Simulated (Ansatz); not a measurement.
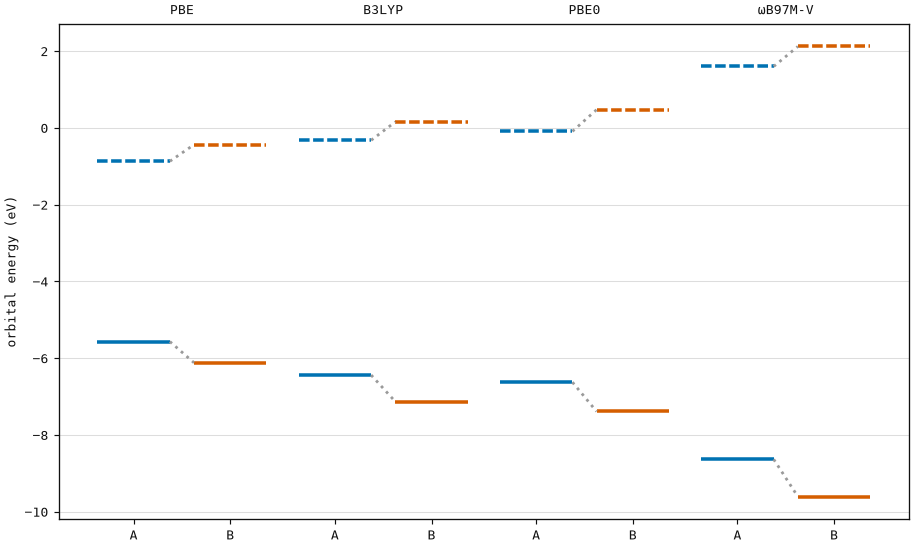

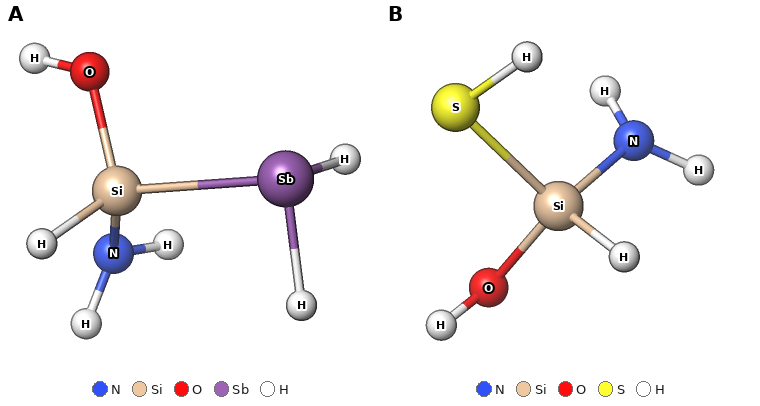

One change: A, SiSbNH₆O (SMILES N[Si@H](O)[SbH2]), becomes B, SiNH₅SO (SMILES N[Si@H](O)S). SbH₂ on Si is replaced by SH. HOMO (solid) and LUMO (dashed) computed in def2-TZVPP at PBE0-D4/def2-TZVP geometries, both minima by their frequencies, gas phase, the Ansatz code 0.2.0. Empty levels above zero depend strongly on the basis.

Question: What does the change do to HOMO and LUMO?

Answer: PBE: the HOMO falls by 0.55 eV, the LUMO rises by 0.43 eV, and the separation goes from 4.70 to 5.68 eV. B3LYP: the HOMO falls by 0.69 eV, the LUMO rises by 0.48 eV, and the separation goes from 6.12 to 7.29 eV. PBE0: the HOMO falls by 0.76 eV, the LUMO rises by 0.56 eV, and the separation goes from 6.53 to 7.86 eV. ωB97M-V: the HOMO falls by 0.97 eV, the LUMO rises by 0.52 eV, and the separation goes from 10.23 to 11.73 eV.

Question: Do the functionals agree on the effect?

Answer: They agree on the direction for both levels; the HOMO shift lies between −0.97 and −0.55 eV and the LUMO shift between 0.43 and 0.56 eV, while the separations themselves differ by up to 6.0 eV between functionals.

Note: core potentials past krypton; spin-orbit coupling is left out, and with Sb it can shift these values.
